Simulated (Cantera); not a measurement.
Feed: 1 mol TEOS, 7.3 mol H₂O, a varied amount of H₂, at 1777 °C and 0.110 bar.

Equilibrium computed with Cantera from the NASA thermochemical tables; the gas is ideal and each condensed phase is pure. Candidate condensed phases: C, C₆H₆, C₇H₈, C₈H₁₈, H₂O, Si, SiC, SiO₂; 123 gas species. The feed counts by its element totals alone. The tables hold silica as quartz up to 1696 K and as liquid above; real silica turns to tridymite and cristobalite and melts near 1996 K. The numbers say what is thermodynamically allowed, not how fast it happens.

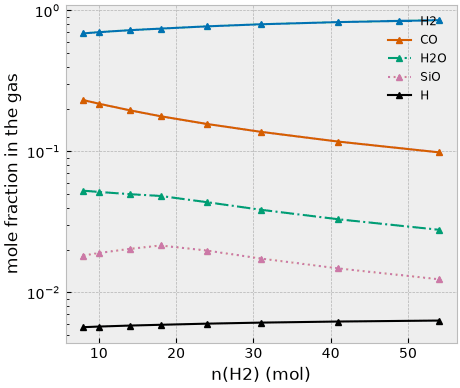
Figure. Equilibrium gas composition (values under 1e-9 drawn at 1e-9)

From 8 mol H₂ to 18 mol H₂ the condensed part is SiO₂(l). From 24 mol H₂ to 54 mol H₂ nothing is condensed. The main Si-bearing gas is SiO throughout.
